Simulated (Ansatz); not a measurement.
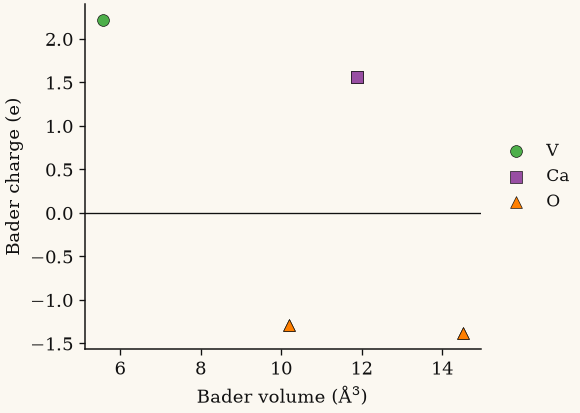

Bader charges of the atoms (positive: electrons lost), against the volumes of their basins.

Structure: Ca2VO4, space group I4/mmm (No. 139), 7 atoms in the cell, a structure borrowed from another compound.

Level of theory: DFT with r2SCAN, PAW plane waves, spin-polarised, 5×5×5 k mesh; code Ansatz.

Which way does charge flow, and how much?

The Bader charges are V +2.22 e, Ca +1.57 e and O from −1.38 to −1.29 e. Summed over the cell, Ca gives up most (3.1 e) and O takes most (5.4 e).

Which atoms take the most room?

O has the largest basins, 12.3 Å³ on average, and V the smallest, 5.6 Å³.

The structure was built from a prototype or by substitution, so it need not be a known phase. The atoms aren't at rest in this cell (largest force 7.4 eV/Å), so the relaxed material can differ. The cell is at 23 GPa in this functional.
